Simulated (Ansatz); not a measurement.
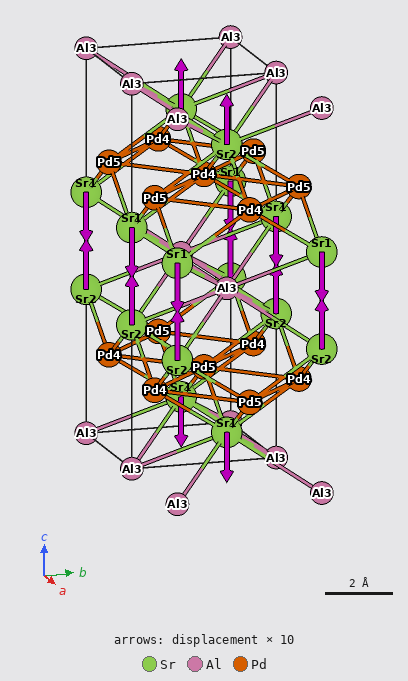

A relaxation of crystalline Sr2AlPd2 (built on the ThCr2Si2 type) (coarse preliminary run). The starting structure is drawn; purple arrows show the displacements (the part carried along by the change of the cell is left out), 10 times their true length.

Style: ball-and-stick. Shown: the conventional cell (2 times the calculation's cell), repeated 2 × 1 × 1 with one cell outlined, slightly off an axis. Lengths and directions refer to the drawn axes.

Case: ThCr2Si2 type (I4/mmm, No. 139).

Computed with DFT PBEsol, scalar-relativistic, plane waves, PAW (Ansatz). Settings: plane-wave cutoff 420 eV; k-point mesh 6 × 6 × 6; occupations gaussian; smearing width 0.1 eV; no spin polarisation; cell and atoms relaxed; force threshold 0.04 eV/Å; at most 70 steps.

Question: What happened in the run?

Answer: The largest moves relative to the cell, 0.16 Å, are those of Sr1 and Sr2. Sr1 goes along −c. Al and Pd stay in place. The volume changes by +5.9 %, with a = b 4.524 → 3.776 Å (−16.5 %), c 11.870 → 18.048 Å (+52.0 %). Some distances before and after: Sr1–Sr2 2.991 → 4.234 Å, Pd4–Pd5 3.199 → 2.670 Å, Sr1–Pd4 2.699 → 3.050 Å, Sr1–Al3 3.531 → 3.408 Å. Bonds break, among them: Sr1–Sr2 (2.99 → 4.23 Å). The space group stays I4/mmm (No. 139). After 14 accepted moves (19 points after the start) the energy has fallen by 474 meV per atom. The largest force component goes from 0.99 to 0.006 eV/Å. The pressure goes from 5.88 to 0.15 GPa. The line search rejected the trial steps at points 7, 15 of the run. At 3 points the geometry stayed and the basis and grid were re-selected for the new cell (energy shift of 47.0 meV per atom at most each time).
